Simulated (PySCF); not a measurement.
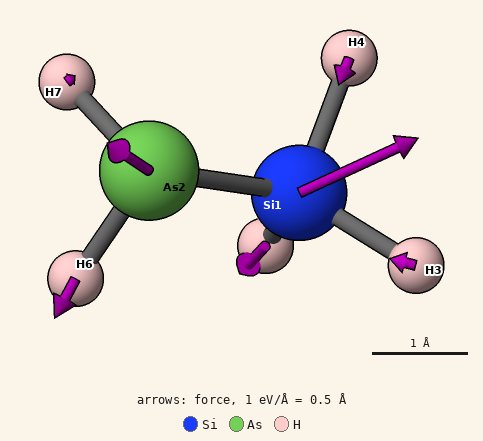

Starting geometry of SiAsH5 with the computed forces as purple arrows. Style: ball-and-stick. Shown at a tilt.

The start comes from GFN2-xTB. Its atoms were then displaced at random by about 0.03 Å.

Method: PBE0-D3(BJ)/def2-SVP geometry optimisation, gas phase (PySCF). 

Question: What follows when this structure is relaxed?

Answer: It isn't relaxed: the largest force vector, on the Si atom, is 2.79 eV/Å. The final displacements have little in common with the starting forces (cosine between the two patterns 0.24). The atom that moves furthest after the best rigid fit is an H atom (0.29 Å). Largest moves by element: H 0.29 Å, As 0.13 Å, Si 0.12 Å. Near-neighbour distances that change, for instance: As–Si 2.249 → 2.372 Å, H–Si 1.428 → 1.494 Å, H–Si 1.540 → 1.494 Å, As–H 1.481 → 1.526 Å. Among the angles between lasting bonds that change: As–Si–H 119.5° → 113.3°, As–Si–H 113.2° → 108.4°, H–Si–H 104.1° → 108.7°. After 8 geometry steps the energy has fallen by 24.4 kJ/mol.
